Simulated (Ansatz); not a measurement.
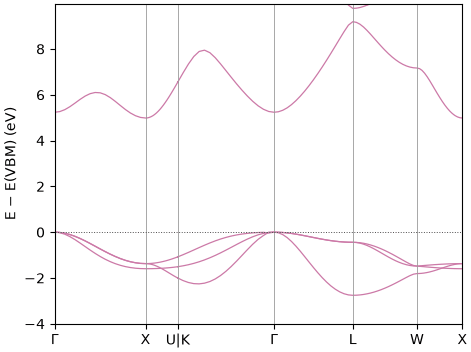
Band structure from PBE (plane waves, PAW; program Ansatz)

Q: Read off the gap and where the band edges lie.

A: About 5.0 eV (4.98 eV by a search for the band edges); maximum at Γ, minimum at X.

The material is Li2O (anti-fluorite, Fm-3m).

The cell was relaxed with PBE under the symmetry of its start.

Potentials: the later of the program's two PAW sets.
